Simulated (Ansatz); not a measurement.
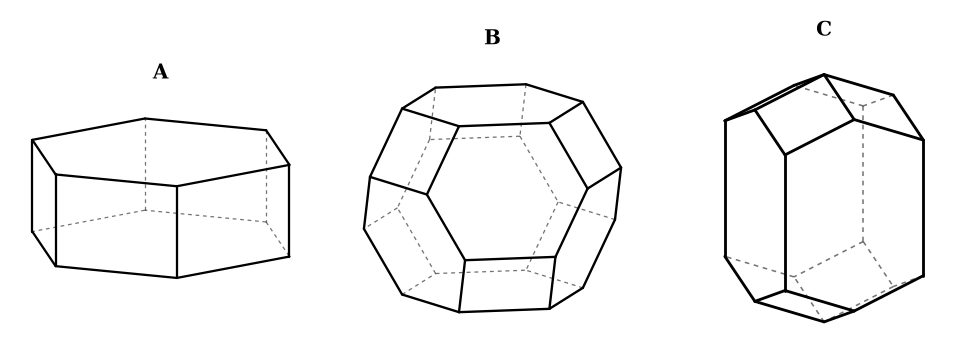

First Brillouin zones computed for the structures below (computed or model cells, partly hypothetical), each scaled to its frame and seen from the same direction (third Cartesian axis up).

### Match each zone to its crystal.
1. Sb, No. 166, R-3m, hexagonal axes, a = 4.34 Å, b = 4.34 Å, c = 11.73 Å, α = 90.00°, β = 90.00°, γ = 120.00°
2. I, Cmce (No. 64), a = 7.66 Å, b = 4.59 Å, c = 9.86 Å, α = 90.00°, β = 90.00°, γ = 90.00°
3. Sn, I4_1/amd, No. 141, origin choice 1, a = 5.95 Å, b = 5.95 Å, c = 3.21 Å, α = 90.00°, β = 90.00°, γ = 90.00°

A is 2 (base-centred orthorhombic, a hexagonal prism); B is 1 (rhombohedral, a truncated octahedron); C is 3 (body-centred tetragonal, an elongated dodecahedron).
